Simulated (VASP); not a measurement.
Band structure of InAgTe$_{2}$ (space group I-42d). Method: PBE GGA, VASP's PBE PAW potentials (set 64) (plane waves; VASP 6.6.1).

Unless said otherwise, spin-orbit coupling is left out, though it shifts the bands of the heavy elements here.

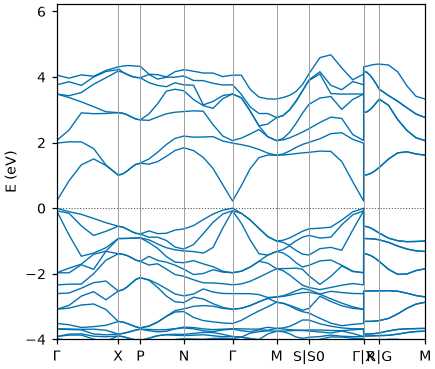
Figure. Bands along high-symmetry lines, zero at the valence-band maximum or, without a gap, the Fermi level

**Question.** Read the plot: is there a gap, and where are the band edges?

**Answer.** The gap is direct, 0.22 eV, from the valence maximum at Γ to the conduction minimum at Γ.

The structure comes from a computed database's InAgTe2 entry; how it stands against other phases isn't given here. The cell was not relaxed at this level. The k-mesh is coarse (spacing up to 0.46 per Å, 2π included), so the numbers may not be converged in it.
